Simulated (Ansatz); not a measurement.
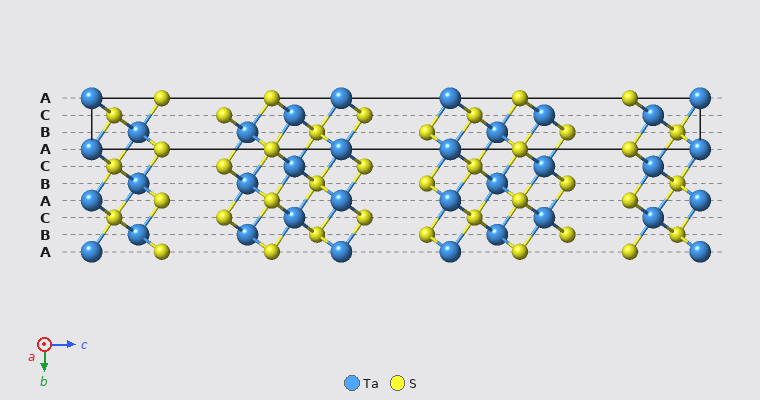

The picture looks along a close-packed row of the hexagonal mesh; c points to the right. The dashed lines mark the three columns A (0, 0), B (1/3, 2/3) and C (2/3, 1/3). The sequence starts with the first layer at or above the cell's origin.

Ta3S4: coordinates from a relaxation with DFT PBE, scalar-relativistic, plane waves, PAW (Ansatz); the starting structure was generated, so it need not be a known form of this composition.

Give the sequence of layers in one repeat, with element and column.

Answer. Ta(A) – S(C) – Ta(B) – S(A) – S(C) – Ta(B) – S(A) – Ta(C) – S(B) – Ta(A) – S(C) – S(B) – Ta(A) – S(C) – Ta(B) – S(A) – Ta(C) – S(B) – S(A) – Ta(C) – S(B) (21 layers in 36.76 Å).

How are the S layers alone stacked?

Answer. S layers alone: CACABCBCABAB, a mixed type, (cchh) in Jagodzinski's notation.

Which positions between or in the S layers do the other atoms fill?

Answer. Ta: nine octahedral sites (per hexagonal cell). Three of the twelve gaps between S layers are empty, 3.77 Å wide.
